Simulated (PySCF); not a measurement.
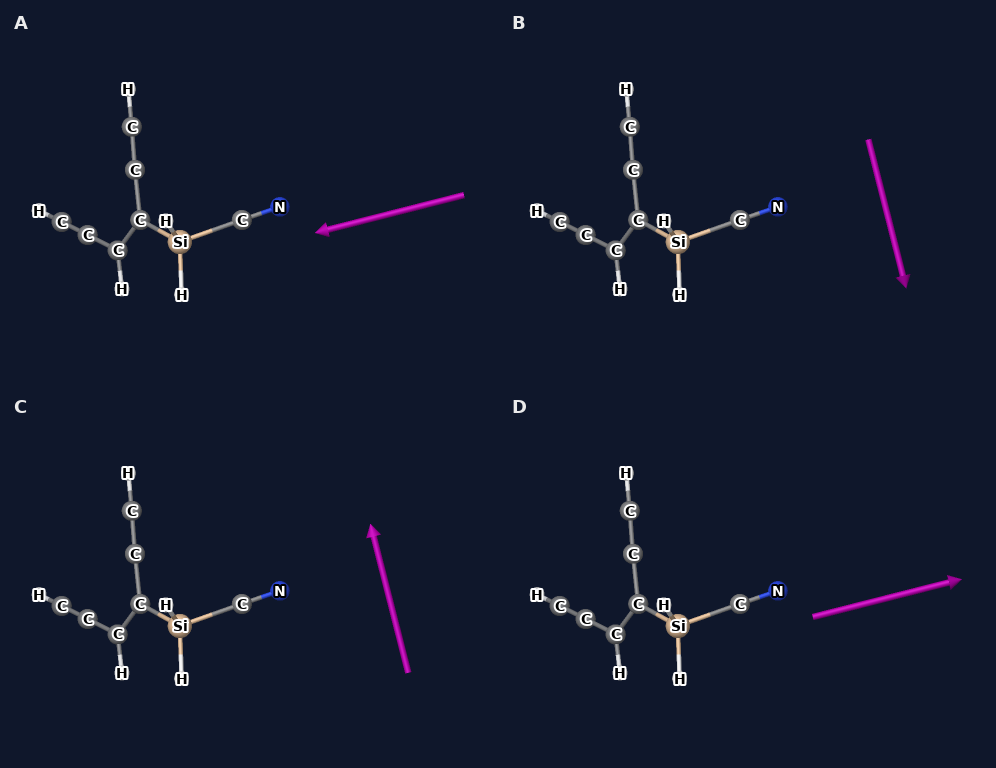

The same molecule four times, each with an arrow. The geometry was computed by an optimisation with GFN2-xTB. No frequency run is at hand to confirm it as a minimum. Properties computed with CAM-B3LYP/def2-SVPD, gas phase (PySCF 2.14.0).

Which arrow points along the dipole moment, from the negative to the positive end?

A. The dipole moment is 4.00 D.

The geometry is semi-empirical. Around Si such bond lengths and angles can be off by a tenth of an ångström or more and by several degrees, and values that hang on the shape move with them.
